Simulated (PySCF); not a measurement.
SMILES c1c[se]c(Cc2ccc[se]2)c1 (C₉H₈Se₂), singlet at its GFN2-xTB optimised geometry (Å):

```
19

C      2.4987    -2.1413    -3.7156
C      1.5121    -3.0414    -3.9468
Se     0.5344    -3.4196    -2.4159
C      1.6714    -2.2252    -1.5254
C      1.4763    -1.8668    -0.0829
C      0.5829    -0.6658     0.0000
C     -0.7760    -0.6658     0.0000
C     -1.3779     0.6162     0.0000
C     -0.5045     1.6525    -0.0114
Se     1.2608     1.0812    -0.0250
C      2.5827    -1.6858    -2.3771
H      3.1698    -1.7985    -4.4849
H      1.2727    -3.5114    -4.8835
H      1.0150    -2.7003     0.4535
H      2.4463    -1.6469     0.3712
H     -1.3524    -1.5772     0.0049
H     -2.4463     0.7520     0.0100
H     -0.7442     2.7003    -0.0142
H      3.3188    -0.9670    -2.0539
```

Method: PBE/def2-SVP (PySCF).

Map of the electron localisation function on the plane z = 1.5 Å:

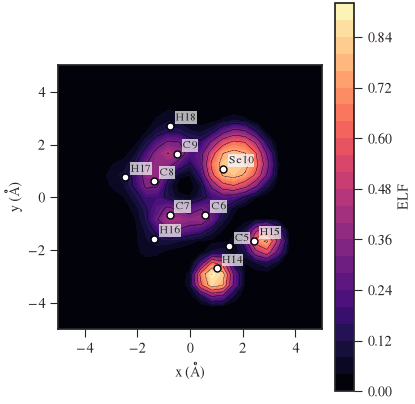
Electron localisation function on the plane z = 1.5 Å.
